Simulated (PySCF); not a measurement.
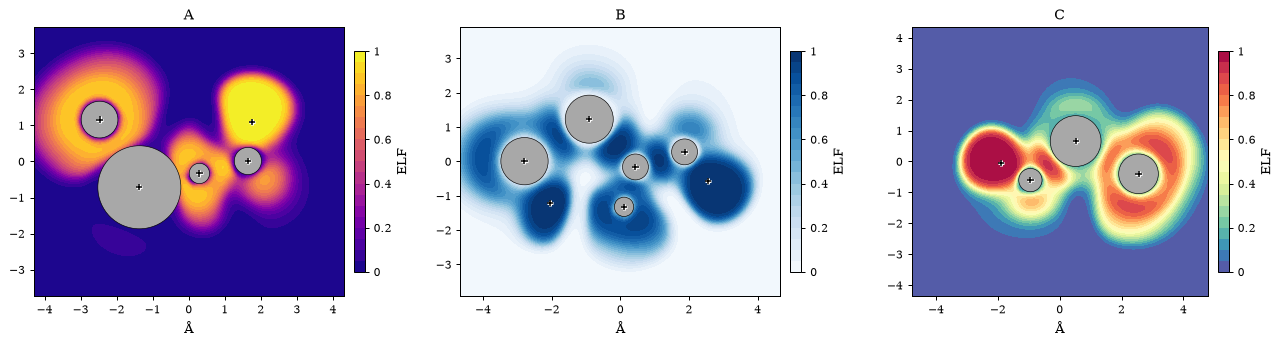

The ELF of 3 systems, each on a plane through atoms (crosses mark nuclei in the plane; grey discs cover the cores).

Level of theory: CAM-B3LYP/def2-SVPD, SCF density, gas phase in PySCF 2.14.0.

System 1: CH$_{3}$Cl$_{3}$OTi, the plane of atoms O2, Ti1 and Cl8. Geometry: PBE0-D3(BJ)/def2-SVP.

```xyz
9

Ti   -0.3361    0.4861   -1.3306
O     0.0541   -0.1283    0.2156
C     0.3997   -0.5753    1.4854
H     0.0506   -1.6107    1.6219
H    -0.0719    0.0674    2.2458
H     1.4938   -0.5423    1.6078
Cl    1.5160    0.8312   -2.4220
Cl   -1.4083    2.3593   -1.0387
Cl   -1.5651   -0.9570   -2.4109
```

System 2: C$_{2}$H$_{6}$OSeSi, the plane of atoms C2, C1 and H8. Geometry: GFN2-xTB.

```yaml
atoms:
  - { symbol: C, position_ang: [-1.6042, 0.1618, -0.5845] }
  - { symbol: C, position_ang: [-0.1383, -0.1300, -0.5297] }
  - { symbol: O, position_ang: [0.4494, -0.7224, -1.4045] }
  - { symbol: Si, position_ang: [0.8241, 0.4940, 1.0297] }
  - { symbol: Se, position_ang: [2.9067, -0.2124, 0.5637] }
  - { symbol: H, position_ang: [-1.7487, 1.2393, -0.5381] }
  - { symbol: H, position_ang: [-2.0864, -0.2733, 0.2882] }
  - { symbol: H, position_ang: [-2.0529, -0.2338, -1.4933] }
  - { symbol: H, position_ang: [0.7225, 1.9494, 1.1064] }
  - { symbol: H, position_ang: [0.2604, -0.1353, 2.2217] }
  - { symbol: H, position_ang: [2.4728, -0.7798, -0.6856] }
```

System 3: CH$_{3}$Br$_{3}$Ge (GeMeBr3), the plane of atoms Ge1, C2 and H5. Geometry: PBE0-D3(BJ)/def2-SVP.

```xyz
8

Ge    0.0481   -0.0067   -0.7983
C    -0.0388   -0.0156    1.1320
H    -1.0875    0.0576    1.4510
H     0.5291    0.8435    1.5154
H     0.4021   -0.9514    1.5024
Br    2.2345   -0.0160   -1.5027
Br   -0.9661    1.8526   -1.6846
Br   -0.9832   -1.8497   -1.6988
```

Match each panel to its system.

Answer. Panel A is system 1, CH$_{3}$Cl$_{3}$OTi: the plane holds Ti, O, C, H and Cl. C–O (1.39 Å): the ELF peaks at about 0.90 between the atoms: a shared but strongly polarised pair. Panel B is system 2, C$_{2}$H$_{6}$OSeSi: the plane holds C, O, Si, Se and H. C–O (1.21 Å): the ELF peaks at about 0.85 between the atoms; a multiple bond. Panel C is system 3, CH$_{3}$Br$_{3}$Ge: the plane holds Ge, C, H and Br. C–Ge (1.93 Å): the ELF peaks at about 0.90 in the valence shell of C, 0.7 Å from its nucleus, and is about 0.75 at the midpoint.
